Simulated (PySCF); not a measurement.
**C₆H₁₂N₄: one change and its effect**

System: C₆H₁₂N₄, SMILES C1N2CN3CN1CN(C2)C3.
Method of the first run: GIAO PBE/pcSseg-1 NMR shielding, non-relativistic, gas phase (PySCF 2.14.0).

The geometry comes from this level: PBE0-D3(BJ)/def2-SVP. Text and figures count atoms from 1; the logs count them from 0 in places.

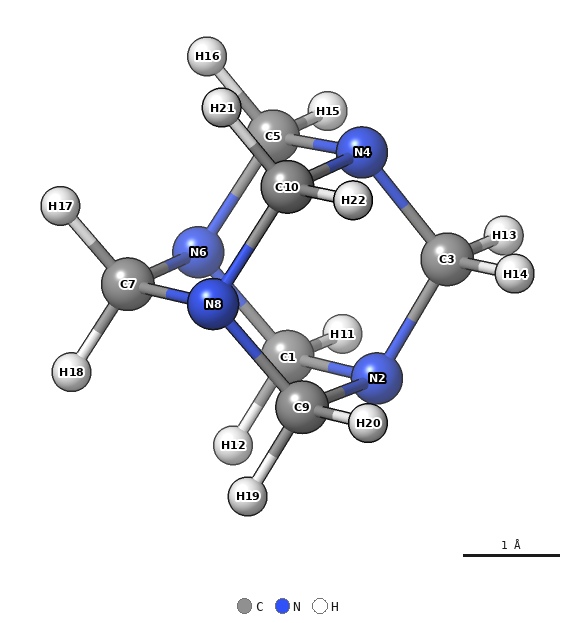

Fig. 1: The structure (ball-and-stick view, seen at a tilt; atoms are numbered from 1 in the order of the input).

## Input, the first run
```
{"job": {"kind": "nmr", "xc": "PBE", "basis": "pcSseg-1", "pop": false}, "charge": 0, "multiplicity": 1}
C     -0.098247    -1.155306    -1.204909
N     -1.252921    -0.447086    -0.658766
C     -1.302880    -0.701987     0.778480
N     -0.082728    -0.272903     1.457086
C      1.043282    -0.985058     0.858974
N      1.152305    -0.737570    -0.576352
C      1.302886     0.701038    -0.778297
N      0.183563     1.456212    -0.221173
C     -1.043241     0.984552    -0.858327
C      0.098417     1.154436     1.205313
H     -0.234416    -2.238827    -1.054945
H     -0.038298    -0.967465    -2.289442
H     -1.451942    -1.780678     0.949658
H     -2.164496    -0.167308     1.210824
H      0.919769    -2.066801     1.031339
H      1.975937    -0.666764     1.352787
H      2.238599     1.037237    -0.302306
H      1.377431     0.908968    -1.858245
H     -0.993822     1.195825    -1.939076
H     -1.901953     1.537178    -0.443347
H      1.021147     1.495301     1.702751
H     -0.747922     1.709167     1.642391
```

The first line tells a small driver script what to run in PySCF; the rest is the geometry in Å.

Hardware: 8 threads of Arm Neoverse V2, 24 GiB of memory available, shared host.

## Output (the first run)
```
coarse grid: 18208 points
cycle   1  E = -454.0723520359  dE =  1.384e+00  |g| = 4.933e-01  |ddm| = 4.363e+00
cycle   2  E = -454.0453795733  dE =  2.697e-02  |g| = 6.030e-01  |ddm| = 1.390e+00
cycle   3  E = -454.1321466677  dE = -8.677e-02  |g| = 1.605e-01  |ddm| = 8.155e-01
cycle   4  E = -454.1371715586  dE = -5.025e-03  |g| = 8.691e-03  |ddm| = 1.375e-01
cycle   5  E = -454.1371864796  dE = -1.492e-05  |g| = 1.035e-03  |ddm| = 1.034e-02
cycle   6  E = -454.1371866923  dE = -2.127e-07  |g| = 5.363e-04  |ddm| = 1.693e-03
final grid: 175680 points
cycle   7  E = -454.2121786240  dE = -1.407e-04  |g| = 1.597e-02  |ddm| = 9.030e-02
cycle   8  E = -454.2120781961  dE =  1.004e-04  |g| = 2.598e-02  |ddm| = 3.663e-02
cycle   9  E = -454.2122437910  dE = -1.656e-04  |g| = 1.658e-03  |ddm| = 2.249e-02
cycle  10  E = -454.2122443133  dE = -5.223e-07  |g| = 3.512e-04  |ddm| = 1.797e-03
cycle  11  E = -454.2122443326  dE = -1.929e-08  |g| = 1.441e-04  |ddm| = 3.461e-04
cycle  12  E = -454.2122443367  dE = -4.073e-09  |g| = 3.089e-05  |ddm| = 1.581e-04
cycle  13  E = -454.2122443368  dE = -1.335e-10  |g| = 1.807e-05  |ddm| = 4.428e-05
converged SCF energy = -454.2122443368

GIAO shielding tensors (ppm)
atom      isotropic    diamagn.    paramagn.     s11        s22        s33       span
  0 C       98.736     249.091    -150.355     83.125     94.466    118.617     35.493
  1 N      184.364     326.438    -142.074    175.541    175.578    201.973     26.432
  2 C       98.732     249.090    -150.359     83.118     94.466    118.610     35.493
  3 N      184.384     326.444    -142.060    175.558    175.609    201.984     26.427
  4 C       98.742     249.085    -150.344     83.128     94.482    118.614     35.486
  5 N      184.371     326.438    -142.067    175.564    175.572    201.977     26.413
  6 C       98.731     249.091    -150.360     83.110     94.478    118.606     35.496
  7 N      184.352     326.434    -142.082    175.531    175.550    201.975     26.444
  8 C       98.737     249.092    -150.355     83.116     94.473    118.622     35.506
  9 C       98.730     249.088    -150.358     83.112     94.478    118.599     35.486
 10 H       26.519      30.771      -4.252     22.867     26.395     30.294      7.428
 11 H       26.518      30.770      -4.252     22.865     26.394     30.295      7.430
 12 H       26.518      30.769      -4.251     22.865     26.395     30.295      7.430
 13 H       26.517      30.769      -4.252     22.864     26.393     30.293      7.429
 14 H       26.518      30.768      -4.250     22.864     26.395     30.295      7.432
 15 H       26.519      30.770      -4.251     22.865     26.396     30.295      7.429
 16 H       26.517      30.770      -4.253     22.863     26.395     30.294      7.431
 17 H       26.518      30.772      -4.254     22.865     26.395     30.294      7.429
 18 H       26.518      30.771      -4.253     22.865     26.395     30.295      7.430
 19 H       26.519      30.773      -4.254     22.867     26.395     30.295      7.428
 20 H       26.519      30.772      -4.253     22.865     26.396     30.295      7.430
 21 H       26.518      30.771      -4.252     22.865     26.396     30.295      7.430
```

For the second run the input was changed thus:
```diff
-"xc": "PBE"
+"xc": "PBE0"
```

Predict how the results change.

The total energies belong to different methods, so their difference says nothing on which is more stable or more accurate. The HOMO goes from −4.99 to −6.39 eV. The LUMO goes from 0.34 to 1.18 eV. Of all shieldings, the largest change is that of N2, N4, N6 and N8, by +12.9 ppm. The functional changes from PBE to PBE0. Exact exchange removes part of the self-interaction error of semilocal functionals, which pushes filled and empty levels apart. The number of SCF iterations is the same.

## Output (the second run)
```
coarse grid: 18208 points
cycle   1  E = -454.1645163201  dE =  1.792e+00  |g| = 3.898e-01  |ddm| = 4.315e+00
cycle   2  E = -454.1819153865  dE = -1.740e-02  |g| = 2.951e-01  |ddm| = 7.103e-01
cycle   3  E = -454.1979922807  dE = -1.608e-02  |g| = 7.872e-02  |ddm| = 2.795e-01
cycle   4  E = -454.1991095847  dE = -1.117e-03  |g| = 1.201e-02  |ddm| = 5.345e-02
cycle   5  E = -454.1991354705  dE = -2.589e-05  |g| = 3.719e-03  |ddm| = 1.472e-02
cycle   6  E = -454.1991386521  dE = -3.182e-06  |g| = 5.350e-04  |ddm| = 3.409e-03
final grid: 175680 points
cycle   7  E = -454.2536053337  dE = -1.052e-04  |g| = 8.946e-03  |ddm| = 6.579e-02
cycle   8  E = -454.2535982050  dE =  7.129e-06  |g| = 1.076e-02  |ddm| = 1.692e-02
cycle   9  E = -454.2536254287  dE = -2.722e-05  |g| = 6.936e-04  |ddm| = 8.565e-03
cycle  10  E = -454.2536255104  dE = -8.169e-08  |g| = 2.204e-04  |ddm| = 7.666e-04
cycle  11  E = -454.2536255177  dE = -7.326e-09  |g| = 1.010e-04  |ddm| = 2.132e-04
cycle  12  E = -454.2536255197  dE = -1.995e-09  |g| = 1.342e-05  |ddm| = 8.997e-05
cycle  13  E = -454.2536255198  dE = -3.115e-11  |g| = 6.167e-06  |ddm| = 1.655e-05
converged SCF energy = -454.2536255198

GIAO shielding tensors (ppm)
atom      isotropic    diamagn.    paramagn.     s11        s22        s33       span
  0 C      106.845     247.126    -140.281     92.849    103.539    124.146     31.296
  1 N      197.286     325.720    -128.434    190.395    190.430    211.032     20.637
  2 C      106.840     247.126    -140.286     92.842    103.538    124.139     31.297
  3 N      197.296     325.724    -128.428    190.398    190.451    211.039     20.641
  4 C      106.850     247.123    -140.273     92.851    103.555    124.143     31.292
  5 N      197.293     325.720    -128.427    190.417    190.426    211.036     20.619
  6 C      106.839     247.126    -140.287     92.834    103.550    124.134     31.300
  7 N      197.271     325.717    -128.446    190.380    190.398    211.034     20.654
  8 C      106.845     247.127    -140.282     92.839    103.545    124.150     31.310
  9 C      106.837     247.125    -140.287     92.835    103.550    124.127     31.291
 10 H       26.893      30.507      -3.614     23.138     26.295     31.247      8.110
 11 H       26.893      30.506      -3.613     23.136     26.294     31.248      8.112
 12 H       26.893      30.506      -3.613     23.136     26.295     31.248      8.111
 13 H       26.892      30.506      -3.614     23.135     26.294     31.246      8.111
 14 H       26.893      30.505      -3.612     23.135     26.295     31.248      8.113
 15 H       26.893      30.507      -3.614     23.137     26.296     31.248      8.111
 16 H       26.892      30.506      -3.615     23.134     26.295     31.247      8.114
 17 H       26.893      30.508      -3.615     23.136     26.295     31.247      8.111
 18 H       26.893      30.507      -3.614     23.136     26.295     31.248      8.112
 19 H       26.894      30.509      -3.615     23.138     26.296     31.248      8.110
 20 H       26.893      30.508      -3.615     23.136     26.296     31.248      8.112
 21 H       26.893      30.507      -3.614     23.136     26.296     31.248      8.112
```

## The two runs side by side

```tsv
quantity	the first run	the second run
outcome	converged	converged
total energy (hartree)	−454.212244	−454.253626
HOMO (eV)	−4.99	−6.39
LUMO (eV)	0.34	1.18
dipole moment (D)	0.00	0.00
shielding of C1 (ppm)	98.7	106.8
shielding of N2 (ppm)	184.4	197.3
shielding of C3 (ppm)	98.7	106.8
shielding of N4 (ppm)	184.4	197.3
shielding of C5 (ppm)	98.7	106.8
shielding of N6 (ppm)	184.4	197.3
shielding of N8 (ppm)	184.4	197.3
SCF iterations	13	13
basis functions	230	230
wall time (shared host)	24 s	31 s
```
